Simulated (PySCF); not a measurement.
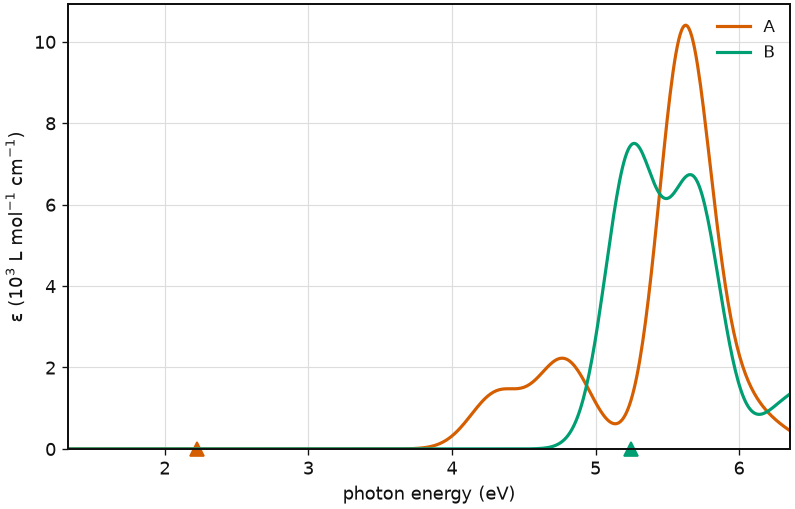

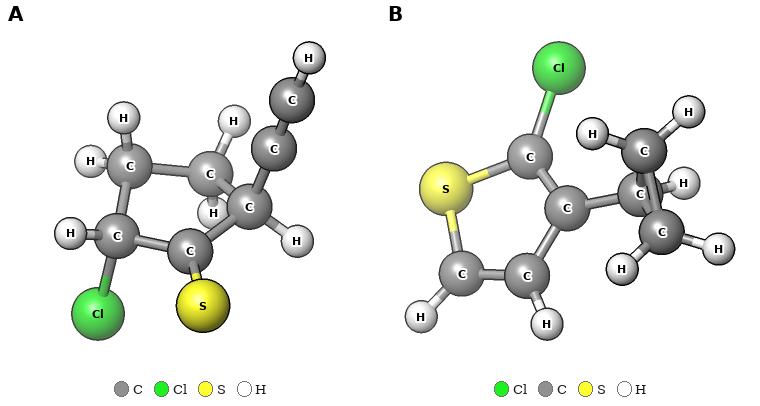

Related molecules: A is C₇H₇ClS, SMILES C#C[C@@H]1CC[C@@H](Cl)C1=S; B is C₇H₇ClS, SMILES Clc1sccc1C1CC1. Vertical TDDFT absorption, PBE0/def2-SVPD, PySCF, at a GFN2-xTB geometry (no frequency check); Gaussians of 1/e half-width 0.25 eV, triangles mark S1, and the range ends where the computed states of one molecule run out.

> How does the lowest singlet move?

A: 2.22 eV (f = 0.000, mainly HOMO → LUMO (99 %)); B: 5.25 eV (f = 0.111, mainly HOMO → LUMO (96 %)). From A to B it shifts 3.02 eV to the blue, but one of these states is bright and the other nearly dark, so it isn't one band that moves.

> And the brightest state of each within the range drawn?

A: S6 at 5.62 eV, f = 0.16; B: S1 at 5.25 eV, f = 0.11.

Caveats, for all or some of the runs: core orbitals are frozen in the response; one conformer of a flexible molecule; states above the negative HOMO energy depend on the basis; the tight-binding geometry is rougher than a DFT one and adds to the error.
